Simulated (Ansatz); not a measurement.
**Is VGa2 in the AlB2 type a stable metal?**

Question: is the lattice of VGa2 in the AlB2 type stable, and if so, what are its coupling constant and resistivity?

Program: Ansatz 0.2.0. Level of theory: DFT PBEsol, scalar-relativistic, plane waves, PAW; PAW set soft_1. Results are calculated unless marked as measured.

The structure was built from a prototype and need not be the compound's stable phase.

## Step 1: The structure

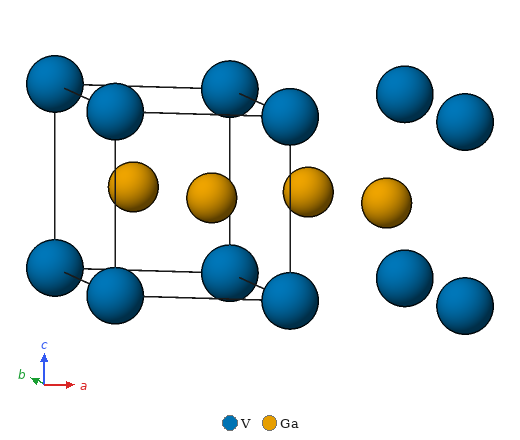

The cell as given, slightly off an axis (vanadium blue, gallium orange). 2×1×1 cells are drawn. Some periodic images of atoms are drawn too.

## Step 2: Relaxing cell and atoms

The structure is brought to rest under this functional.

Input file input.yaml:

```yaml
crystal:
  lattice:
    - [3.87652, 0.0, 0.0]
    - [-1.93826, 3.35716, 0.0]
    - [0.0, 0.0, 4.07034]
  atoms:
    - { symbol: V, position: [0.0, 0.0, 0.0] }
    - { symbol: Ga, position: [0.33333333, 0.66666667, 0.5] }
    - { symbol: Ga, position: [0.66666667, 0.33333333, 0.5] }
kpoints:
  mp_grid: { grid: [9, 9, 8] }
hamiltonian:
  xc: pbesol
  pseudopotentials: { kind: paw, azcp: { folder: soft_1 }, xc_functional: pbe }
scf:
  occupations: { method: gaussian, width: 0.1 }
output:
  forces: true
  stress: true
  eigenvalues: true
relax:
  adjacent_minimum: "off"
  f_tol: 0.005
  max_steps: 80
  cell: { stress_tol: 0.05 }
```

Launch:

```
ansatz run input.yaml --threads 4 --pin off --max-ram 12288MiB --backend cpu --events-out ev --progress --plain --runs-dir out
```

Numbers of over 12 decimals in the logs are rounded to 6 here.

Log:

```text
Engine: ansatz 0.2.0, x86_64-unknown-linux-gnu
Pseudopotentials: kind: paw
Pseudopotential: V, paw, valence charge 13, recommended cutoff 420 eV (normal), soft_1/V.paw.azcp
Pseudopotential: Ga, paw, valence charge 13, recommended cutoff 420 eV (normal), soft_1/Ga.paw.azcp
Functional definition: PBEsol
  exchange = pbesol_x
  correlation = pbesol_c
Crystal: 3 atoms, lattice volume = 52.972 Å³
Basis set: ecut = 420 eV, 1033 PW (Γ), exchange–correlation on 54×54×60 points (8 copies of the dense FFT grid, shifted against one another)
Bands: 24, of which v1, the nominal top of the filled ones, is band 20 counted from 1 (19 counted from 0)
Symmetry: 24 space group operations
Space group: P6/mmm (ITA 191), of the structure as read, at distance tolerance 3.8e-5 Å
k-points: 60 of 648
Non-local potential: V, projectors of the file, l = 0: 3, l = 1: 2, l = 2: 3, l = 3: 1
Non-local potential: Ga, projectors of the file, l = 0: 2, l = 1: 2, l = 2: 3, l = 3: 1
PAW form: soft (Blöchl's): semilocal exchange-correlation on the pseudo side does not see the compensation charge
PAW frozen core: V, regenerated for the run's functional, and the local potential with it (the file was generated under x = pbe(κ = 0.804, μ = 0.219515), c = pbe(β = 0.066725))
PAW frozen core: Ga, regenerated for the run's functional, and the local potential with it (the file was generated under x = pbe(κ = 0.804, μ = 0.219515), c = pbe(β = 0.066725))
PAW one-centre angular grid: V, 590 points (default); XC on 64 Gauss nodes
PAW one-centre angular grid: Ga, 590 points (default); XC on 64 Gauss nodes
Initial density: superposition of atomic densities (chi_scale 0.1, normalization cell, long waves kept (reshape's long-wave potential 0.00 eV rms))
Initial wavefunctions: pseudopotential atomic-orbital guess
Functional: x = pbesol(κ = 0.804, μ = 0.123457), c = pbesol(β = 0.046)
SCF iter   1: F=—  HF=-10369.885020 eV  |F-HF|=—  |Δ(HF+E_count)|=         —  Δρ=3.60e-2  dr2=5.96e-1  ethr=3.10e-3  ⟨swp⟩=4.3  Hψ=5194  notcnv=0
preconditioner: auto → Kerker (q_TF=auto, 2.593 Å⁻¹)  [metal: Δε(μ)=0.008 eV  Ē_g=11.444 eV  σ=0.100 eV  W_gap=0.04  n_scr=20 (ndim 8)  ℏωp=28.4 eV  f_vac=0.000  D(μ)=3.68/eV (n_scr^D=28)]
SCF iter   2: F=—  HF=-10369.781073 eV  |F-HF|=—  |Δ(HF+E_count)|=   1.04e-1  Δρ=2.23e-2  dr2=1.06e-1  ethr=1.53e-3  ⟨swp⟩=2.0  Hψ=3120  notcnv=0
SCF iter   3: F=—  HF=-10369.797215 eV  |F-HF|=—  |Δ(HF+E_count)|=   1.61e-2  Δρ=1.11e-2  dr2=3.61e-2  ethr=2.71e-4  ⟨swp⟩=2.0  Hψ=2040  notcnv=0
SCF iter   4: F=—  HF=-10369.804271 eV  |F-HF|=—  |Δ(HF+E_count)|=   7.06e-3  Δρ=2.62e-3  dr2=2.88e-3  ethr=9.25e-5  ⟨swp⟩=2.0  Hψ=2634  notcnv=0
SCF iter   5: F=—  HF=-10369.804215 eV  |F-HF|=—  |Δ(HF+E_count)|=   5.62e-5  Δρ=5.20e-4  dr2=1.91e-4  ethr=7.39e-6  ⟨swp⟩=1.1  Hψ=1445  notcnv=0
SCF iter   6: F=—  HF=-10369.804196 eV  |F-HF|=—  |Δ(HF+E_count)|=   1.92e-5  Δρ=2.42e-4  dr2=1.87e-5  ethr=4.91e-7  ⟨swp⟩=2.7  Hψ=2472  notcnv=0
SCF iter   7: F=—  HF=-10369.804188 eV  |F-HF|=—  |Δ(HF+E_count)|=   7.58e-6  Δρ=8.06e-5  dr2=3.84e-6  ethr=4.80e-8  ⟨swp⟩=2.0  Hψ=2390  notcnv=0
SCF iter   8: F=—  HF=-10369.804187 eV  |F-HF|=—  |Δ(HF+E_count)|=   8.72e-7  Δρ=3.50e-5  dr2=9.35e-7  ethr=9.85e-9  ⟨swp⟩=2.4  Hψ=2065  notcnv=0
SCF iter   9: F=-10369.804187 eV  HF=-10369.804187 eV  |F-HF|=2.24e-8  |Δ(HF+E_count)|=   1.52e-7  Δρ=8.38e-6  dr2=4.80e-8  ethr=2.56e-10  ⟨swp⟩=3.0  Hψ=5359  notcnv=0
the search or the solves at the SCF's close seem to have found levels that the self-consistency loop had missed (the run counts 1). By its estimate they hold under 1e-12 electrons; where the run keeps them, the occupations were computed again with them
SCF 1 converged in 9 iterations: F = -10369.804187 eV  dr2 = 4.80e-8
  greatest PAW one-centre occupation: 0.999 electrons in one spin orbital (limit 2), on the V atom at site 0 (counted from 0), in its partial waves of l = 0
relax step   1: F+E_penalty+E_count = -10369.80418730 eV  Δ(F+E_penalty+E_count) = +0.000e0 eV  max|allowed force component| = 3.701e-17 eV/Å  Δτ_max = 0.0000 Å  P = -5.428 GPa  Ω = 52.972 Å³  (9 SCF iters, dr2 threshold 1.00e-7 eV, accepted)
Crystal: 3 atoms, lattice volume = 51.091 Å³
Initial density: handed on by an earlier stage of this run
Initial wavefunctions: those handed on with the density
iter 1 solved again at ethr=7.02e-5 eV; its pass at ethr=3.10e-3 eV (dr2=2.74e-2 eV) is discarded
SCF iter   1: F=—  HF=-10370.241169 eV  |F-HF|=—  |Δ(HF+E_count)|=         —  Δρ=6.25e-3  dr2=2.77e-2  ethr=7.02e-5  ⟨swp⟩=1.9  Hψ=8006  notcnv=0
preconditioner: auto → Kerker (q_TF=auto, 2.608 Å⁻¹)  [metal: Δε(μ)=0.013 eV  Ē_g=12.460 eV  σ=0.100 eV  W_gap=0.07  n_scr=20 (ndim 8)  ℏωp=28.9 eV  f_vac=0.000  D(μ)=2.70/eV (n_scr^D=20)]
SCF iter   2: F=—  HF=-10370.238500 eV  |F-HF|=—  |Δ(HF+E_count)|=   2.67e-3  Δρ=3.57e-3  dr2=1.00e-2  ethr=7.02e-5  ⟨swp⟩=1.0  Hψ=1440  notcnv=0
SCF iter   3: F=—  HF=-10370.237379 eV  |F-HF|=—  |Δ(HF+E_count)|=   1.12e-3  Δρ=1.41e-3  dr2=1.29e-3  ethr=2.56e-5  ⟨swp⟩=2.0  Hψ=2204  notcnv=0
SCF iter   4: F=—  HF=-10370.236644 eV  |F-HF|=—  |Δ(HF+E_count)|=   7.34e-4  Δρ=4.11e-4  dr2=8.88e-5  ethr=3.30e-6  ⟨swp⟩=2.0  Hψ=2323  notcnv=0
SCF iter   5: F=—  HF=-10370.236639 eV  |F-HF|=—  |Δ(HF+E_count)|=   5.66e-6  Δρ=1.56e-4  dr2=6.63e-6  ethr=2.28e-7  ⟨swp⟩=2.0  Hψ=2407  notcnv=0
SCF iter   6: F=—  HF=-10370.236638 eV  |F-HF|=—  |Δ(HF+E_count)|=   1.03e-6  Δρ=5.63e-5  dr2=7.04e-7  ethr=1.70e-8  ⟨swp⟩=2.0  Hψ=2388  notcnv=0
SCF iter   7: F=-10370.236637 eV  HF=-10370.236637 eV  |F-HF|=1.05e-7  |Δ(HF+E_count)|=   1.46e-7  Δρ=1.51e-5  dr2=9.15e-8  ethr=7.69e-10  ⟨swp⟩=5.9  Hψ=6800  notcnv=0
SCF 2 converged in 7 iterations: F = -10370.236637 eV  dr2 = 9.15e-8
relax step   2: F+E_penalty+E_count = -10370.23663727 eV  Δ(F+E_penalty+E_count) = -4.324e-1 eV  max|allowed force component| = 3.855e-17 eV/Å  Δτ_max = 0.0000 Å  P = -5.658 GPa  Ω = 51.091 Å³  energy of the carried Pulay correction = +5.001e-4 eV  (7 SCF iters, dr2 threshold 3.00e-7 eV, accepted)
Crystal: 3 atoms, lattice volume = 48.958 Å³
Basis set: ecut = 420 eV, 961 PW (Γ), exchange–correlation on 54×54×60 points (8 copies of the dense FFT grid, shifted against one another)
iter 1 solved again at ethr=9.84e-5 eV; its pass at ethr=3.10e-3 eV (dr2=3.84e-2 eV) is discarded
SCF iter   1: F=—  HF=-10370.622779 eV  |F-HF|=—  |Δ(HF+E_count)|=         —  Δρ=6.99e-3  dr2=3.84e-2  ethr=9.84e-5  ⟨swp⟩=1.3  Hψ=9650  notcnv=0
preconditioner: auto → Kerker (q_TF=auto, 2.627 Å⁻¹)  [metal: Δε(μ)=0.021 eV  Ē_g=12.618 eV  σ=0.100 eV  W_gap=0.12  n_scr=20 (ndim 8)  ℏωp=29.5 eV  f_vac=0.000  D(μ)=2.78/eV (n_scr^D=26)]
[...]
relax step   6: F+E_penalty+E_count = -10371.36817705 eV  Δ(F+E_penalty+E_count) = -1.746e-1 eV  max|allowed force component| = 1.388e-17 eV/Å  Δτ_max = 0.0000 Å  P = +0.576 GPa  Ω = 43.287 Å³  energy of the carried Pulay correction = +2.770e-3 eV  (6 SCF iters, dr2 threshold 3.00e-7 eV, accepted)
relax step   7: F+E_penalty+E_count = -10371.65229730 eV  Δ(F+E_penalty+E_count) = -2.841e-1 eV  max|allowed force component| = 8.095e-18 eV/Å  Δτ_max = 0.0000 Å  P = -0.114 GPa  Ω = 42.592 Å³  energy of the carried Pulay correction = +3.004e-3 eV  (7 SCF iters, dr2 threshold 3.00e-7 eV, accepted)
relax step   8: F+E_penalty+E_count = -10371.85322906 eV  Δ(F+E_penalty+E_count) = -2.009e-1 eV  max|allowed force component| = 3.855e-18 eV/Å  Δτ_max = 0.0000 Å  P = +3.337 GPa  Ω = 41.275 Å³  energy of the carried Pulay correction = +3.436e-3 eV  (6 SCF iters, dr2 threshold 3.00e-7 eV, accepted)
relax step   9: F+E_penalty+E_count = -10371.87277921 eV  Δ(F+E_penalty+E_count) = -1.955e-2 eV  max|allowed force component| = 9.252e-18 eV/Å  Δτ_max = 0.0000 Å  P = +0.122 GPa  Ω = 42.264 Å³  energy of the carried Pulay correction = +3.141e-3 eV  (6 SCF iters, dr2 threshold 3.00e-7 eV, accepted)
relax step  10: F+E_penalty+E_count = -10371.88573485 eV  Δ(F+E_penalty+E_count) = -1.296e-2 eV  max|allowed force component| = 9.252e-18 eV/Å  Δτ_max = 0.0000 Å  P = -0.104 GPa  Ω = 42.226 Å³  energy of the carried Pulay correction = +3.147e-3 eV  (6 SCF iters, dr2 threshold 3.00e-7 eV, accepted)
relax step  11: F+E_penalty+E_count = -10371.88581502 eV  Δ(F+E_penalty+E_count) = -8.018e-5 eV  max|allowed force component| = 4.626e-18 eV/Å  Δτ_max = 0.0000 Å  P = +0.015 GPa  Ω = 42.187 Å³  energy of the carried Pulay correction = +3.159e-3 eV  (6 SCF iters, dr2 threshold 1.13e-7 eV, accepted)
relax step  12: F+E_penalty+E_count = -10371.89121050 eV  Δ(F+E_penalty+E_count) = -5.395e-3 eV  max|allowed force component| = 4.626e-18 eV/Å  Δτ_max = 0.0000 Å  P = +0.330 GPa  Ω = 42.187 Å³  stress off target by 4.91e-1 GPa  SCF on the basis re-selected at this cell (its energy is not comparable with the rows above)  (7 SCF iters)
relax step  13: F+E_penalty+E_count = -10371.89140582 eV  Δ(F+E_penalty+E_count) = -1.953e-4 eV  max|allowed force component| = 1.272e-17 eV/Å  Δτ_max = 0.0000 Å  P = +0.023 GPa  Ω = 42.291 Å³  energy of the carried Pulay correction = -5.401e-5 eV  (6 SCF iters, dr2 threshold 3.00e-7 eV, accepted)
iter 1 solved again at ethr=3.45e-9 eV; its pass at ethr=3.10e-3 eV (dr2=1.35e-6 eV) is discarded
SCF iter   1: F=—  HF=-10371.891462 eV  |F-HF|=—  |Δ(HF+E_count)|=         —  Δρ=2.99e-4  dr2=7.79e-7  ethr=3.45e-9  ⟨swp⟩=3.1  Hψ=9819  notcnv=0
preconditioner: auto → none  [metal: Δε(μ)=0.017 eV  Ē_g=13.161 eV  σ=0.100 eV  W_gap=0.10  n_scr=8 (ndim 8)  ℏωp=31.8 eV  f_vac=0.000  D(μ)=1.74/eV (n_scr^D=8)]
SCF iter   2: F=—  HF=-10371.891464 eV  |F-HF|=—  |Δ(HF+E_count)|=   1.64e-6  Δρ=1.50e-4  dr2=1.96e-7  ethr=2.00e-9  ⟨swp⟩=1.0  Hψ=1440  notcnv=0
SCF iter   3: F=—  HF=-10371.891463 eV  |F-HF|=—  |Δ(HF+E_count)|=   5.81e-7  Δρ=2.98e-6  dr2=2.73e-9  ethr=5.03e-10  ⟨swp⟩=1.0  Hψ=1440  notcnv=0
iter 4 did not close the SCF: its close was put off for the readings that it lacked (scf_convergence_deferred on its scf_iter line)
SCF iter   4: F=-10371.891463 eV  HF=-10371.891463 eV  |F-HF|=9.09e-12  |Δ(HF+E_count)|=   2.13e-9  Δρ=1.95e-7  dr2=1.12e-11  ethr=6.99e-12  ⟨swp⟩=2.0  Hψ=2341  notcnv=0
iter 5 did not close the SCF: its close was put off for the readings that it lacked (scf_convergence_deferred on its scf_iter line)
SCF iter   5: F=-10371.891463 eV  HF=-10371.891463 eV  |F-HF|=1.82e-12  |Δ(HF+E_count)|=  3.64e-12  Δρ=6.97e-8  dr2=1.01e-12  ethr=1.00e-12  ⟨swp⟩=1.0  Hψ=1440  notcnv=0
iter 6 did not close the SCF: its close was put off for the readings that it lacked (scf_convergence_deferred on its scf_iter line)
SCF iter   6: F=-10371.891463 eV  HF=-10371.891463 eV  |F-HF|=0.00e0  |Δ(HF+E_count)|=  1.82e-12  Δρ=1.95e-8  dr2=7.17e-14  ethr=1.00e-12  ⟨swp⟩=1.0  Hψ=1440  notcnv=0
iter 7 did not close the SCF: its close was put off for the readings that it lacked (scf_convergence_deferred on its scf_iter line)
SCF iter   7: F=-10371.891463 eV  HF=-10371.891463 eV  |F-HF|=0.00e0  |Δ(HF+E_count)|=    0.00e0  Δρ=4.37e-9  dr2=3.06e-15  ethr=1.00e-12  ⟨swp⟩=1.0  Hψ=1440  notcnv=0
SCF iter   8: F=-10371.891463 eV  HF=-10371.891463 eV  |F-HF|=0.00e0  |Δ(HF+E_count)|=  1.82e-12  Δρ=7.98e-10  dr2=1.11e-16  ethr=1.00e-12  ⟨swp⟩=2.0  Hψ=4197  notcnv=0
SCF 14 converged in 8 iterations: F = -10371.891463 eV  dr2 = 1.11e-16
relax step  14: F+E_penalty+E_count = -10371.89146315 eV  Δ(F+E_penalty+E_count) = -5.733e-5 eV  max|allowed force component| = 1.041e-17 eV/Å  Δτ_max = 0.0000 Å  P = +0.023 GPa  Ω = 42.291 Å³  stress off target by 4.52e-2 GPa  SCF on the basis re-selected at this cell (its energy is not comparable with the rows above)  (8 SCF iters)
basis re-selected at this cell: Δ(F+E_penalty+E_count) = -5.733e-5 eV, ΔP = -0.001 GPa vs the last step (what re-selecting the basis moved, of the pressure what is left beyond the Pulay correction that the steps carried, after the strain that the cell walked since its last selection, with what the two solves' SCF thresholds leave and, on support functions, any second-order correction that the steps lacked; it is no m [...]
SCF converged after 8 iterations
Free energy (F): -10371.891463 eV
Harris-Foulkes:  -10371.891463 eV  (|F-HF|=0.00e0)
Internal energy: -10371.882769 eV  (E = F + TS)
E sigma→0 (E₀):  -10371.887116 eV
Entropy (-TS):   -0.008694 eV (-2.898 meV/atom)
Fermi energy:    14.586968 eV
--- Per-component energies (eV) ---
  E_band       = -126.217669
  E_kinetic    = 523.741596
  E_local      = -3125.610396  (includes V_loc(G=0)·N_el)
  E_nonlocal   = -100.072223
  E_hartree    = 1931.327386
  E_xc         = -242.473268
  E_vxc        = -260.605265  (∫ρ·V_xc dr)
  E_paw        = -5003.193712  (= ΣΔE_a)
  E_vpaw       = -1026.326782  (= ΣTr[D̂ρ^β])
  E_aug_tail   = 0.000628  (compensation charges beyond the density's cutoff)
  E_ewald      = -4357.478420
  E_core_change = 1.875638  (= ΣΔE_core)
  E_smearing   = -0.008694  (= −TS)
  E_closure    = -0.000000  (closes the sum)
  Σ components = -10371.891463   (vs F -10371.891463, Δ=0.00e0)
--- Forces (eV/Å), atoms counted from 1 ---
  atom   1  V     -0.00000000    -0.00000000     0.00000000
  atom   2  Ga     0.00000000    -0.00000000     0.00000000
  atom   3  Ga     0.00000000     0.00000000    -0.00000000
  max |Σ_I F_I| component: 3.37e-29 eV/Å
--- Stress (GPa, compression-positive) ---
        0.045190       0.000000      -0.000000
        0.000000       0.045190      -0.000000
       -0.000000      -0.000000      -0.022059
  P = ⅓ Tr σ = 0.0228 GPa (0.228 kbar)
--- Band table (eV; the first three rows and the last of 60) ---
  k-point 0: bands = [... 16 lower, 11.0361, 12.5755, 12.8722, 15.6304, 15.6304, 16.3019, 16.3019, 18.0495]
  k-point 1: bands = [... 16 lower, 11.3707, 12.8585, 13.2374, 14.7757, 14.7757, 17.3296, 17.3296, 18.0092]
  k-point 2: bands = [... 16 lower, 12.3158, 13.5510, 13.7301, 13.8423, 13.8423, 17.3598, 17.8032, 17.8032]
  k-point 59: bands = [... 16 lower, 11.5477, 11.5477, 12.8302, 15.0960, 15.8631, 15.8631, 15.9734, 15.9734]
--- Relaxed structure (12 steps of the walk, 12 accepted, 2 SCFs on fresh bases) ---
  F+E_penalty+E_count = -10371.89146315 eV   max|allowed force component| = 1.041e-17 eV/Å   (the final SCF, on the basis selected at the relaxed cell)
  cell:  # Å, volume = 42.2910 Å³
    - [4.320124, 0.0, 0.0]
    - [-2.160062, 3.741337, 0.0]
    - [0.0, 0.0, 2.616523]
  atoms:
    - { symbol: V, position: [0, 0, 0.0] }
    - { symbol: Ga, position: [0.333333, 0.666667, 0.5] }
    - { symbol: Ga, position: [0.666667, 0.333333, 0.5] }
```

It took 16 s on 4 threads of AMD EPYC 7R43, shared host; peak memory 0.48 GiB.

This run has no spin polarisation, although V can carry a moment.

The steps of the relaxation:

| step | energy less that of the first step (eV) | largest force component (eV/Å) | pressure (GPa) | volume (Å³) |
| --- | --- | --- | --- | --- |
| 1 | 0.0000 | 0.0000 | -5.43 | 52.97 |
| 2 | -0.4325 | 0.0000 | -5.66 | 51.09 |
| 3 | -0.8117 | 0.0000 | -4.82 | 48.96 |
| 4 | -1.1423 | 0.0000 | -4.15 | 47.11 |
| 5 | -1.3894 | 0.0000 | -1.77 | 44.99 |
| 6 | -1.5640 | 0.0000 | 0.58 | 43.29 |
| 7 | -1.8481 | 0.0000 | -0.11 | 42.59 |
| 8 | -2.0490 | 0.0000 | 3.34 | 41.27 |
| 9 | -2.0686 | 0.0000 | 0.12 | 42.26 |
| 10 | -2.0815 | 0.0000 | -0.10 | 42.23 |
| 11 | -2.0816 | 0.0000 | 0.01 | 42.19 |
| 12* | -2.0870 | 0.0000 | 0.33 | 42.19 |
| 13 | -2.0872 | 0.0000 | 0.02 | 42.29 |
| 14* | -2.0873 | 0.0000 | 0.02 | 42.29 |

Relaxation steps marked * repeat the geometry before them on a plane-wave basis chosen anew for their cell, so energy and pressure can jump there.

The run keeps the 24 symmetry operations that it works with, so distortions that break them were not tested.

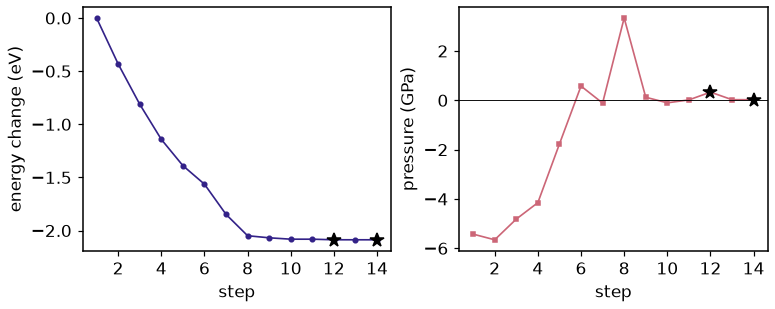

Energy and pressure along the relaxation. Stars mark steps on a basis chosen anew.

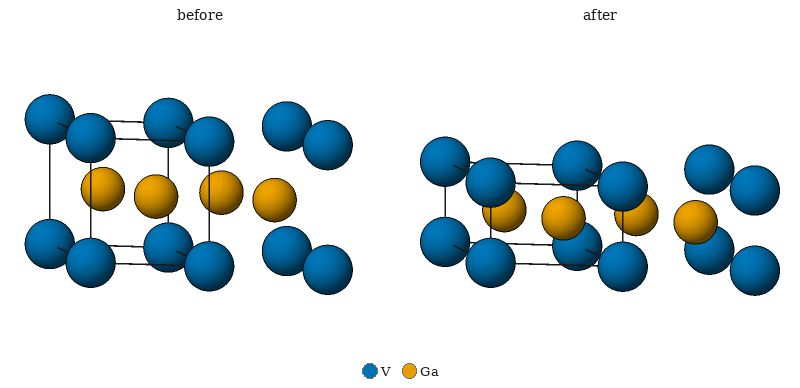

Before and after, at one scale.

| cell as run | before | after | change |
| --- | --- | --- | --- |
| a (Å) | 3.877 | 4.320 | +11.4 % |
| b (Å) | 3.877 | 4.320 | +11.4 % |
| c (Å) | 4.070 | 2.617 | -35.7 % |
| volume (Å³/atom) | 17.66 | 14.10 | -20.2 % |

Final coordinates:

```xyz
3
Lattice="4.3201 0.0000 0.0000 -2.1601 3.7413 0.0000 0.0000 0.0000 2.6165" Properties=species:S:1:pos:R:3 pbc="T T T"
V     0.0000    0.0000    0.0000
Ga    0.0000    2.4942    1.3083
Ga    2.1601    1.2471    1.3083
```

Numbers from this step:

```yaml
pressure: 0.02277 GPa
volume_per_atom: 14.10 Å³/atom
metallic_on_mesh: yes
gap_on_the_k_mesh: 0 eV
```

The largest force is now zero by symmetry and the largest stress component 0.045 GPa.

## Step 3: Relaxation

The cell moved far, so the relaxation is started again from the new cell to confirm it.

input.yaml, the sections that differ from step 2:

```yaml
crystal:
  lattice:
    - [4.3201237408, 0.0, 0.0]
    - [-2.1600618704, 3.741336907, 0.0]
    - [0.0, 0.0, 2.6165230429]
  atoms:
    - { symbol: V, position: [0.0, 0.0, 0.0] }
    - { symbol: Ga, position: [0.3333333333, 0.6666666667, 0.5] }
    - { symbol: Ga, position: [0.6666666667, 0.3333333333, 0.5] }
kpoints:
  mp_grid: { grid: [9, 9, 12] }
# hamiltonian, scf, output, relax: as in step 2
```

Log:

```text
[the first part of the log is left out]
  E_paw        = -5003.167805  (= ΣΔE_a)
  E_vpaw       = -1026.279844  (= ΣTr[D̂ρ^β])
  E_aug_tail   = 0.000628  (compensation charges beyond the density's cutoff)
  E_ewald      = -4357.478420
  E_core_change = 1.875638  (= ΣΔE_core)
  E_smearing   = -0.010311  (= −TS)
  E_closure    = -0.000000  (closes the sum)
  Σ components = -10371.897611   (vs F -10371.897611, Δ=0.00e0)
[...]
--- Stress (GPa, compression-positive) ---
        0.002854       0.000000       0.000000
        0.000000       0.002854       0.000000
        0.000000       0.000000       0.035827
  P = ⅓ Tr σ = 0.0138 GPa (0.138 kbar)
--- Band table (eV; the first three rows and the last of 84) ---
[...]
--- Relaxed structure (1 steps of the walk, 1 accepted, 1 SCFs on fresh bases) ---
[...]
cell:  # Å, volume = 42.2910 Å³
    - [4.320124, 0.0, 0.0]
    - [-2.160062, 3.741337, 0.0]
    - [0.0, 0.0, 2.6165230429]
  atoms:
    - { symbol: V, position: [0.0, 0.0, 0.0] }
    - { symbol: Ga, position: [0.333333, 0.666667, 0.5] }
    - { symbol: Ga, position: [0.666667, 0.333333, 0.5] }
```

Wall time 3 s (4 threads); peak memory 0.47 GiB; 11 s of CPU time.

Little changed from the start: no atom moved by 0.005 Å and no cell edge by 0.1 %.

This step gave:

| Property | Result |
| --- | --- |
| pressure | 0.01385 GPa |

The largest force is now zero by symmetry and the largest stress component 0.036 GPa.

(Continued in part 2 of 3.)

[Logs are printed without paths, hosts, clocks, repeated set-up lines and the standing remarks that a program may print on its own settings, such as how far it seeks lower states.]

[Hosts, paths, dates, database ids (printed as entryN), source tags and the programs' standing remarks are cut or masked in the printed files.]
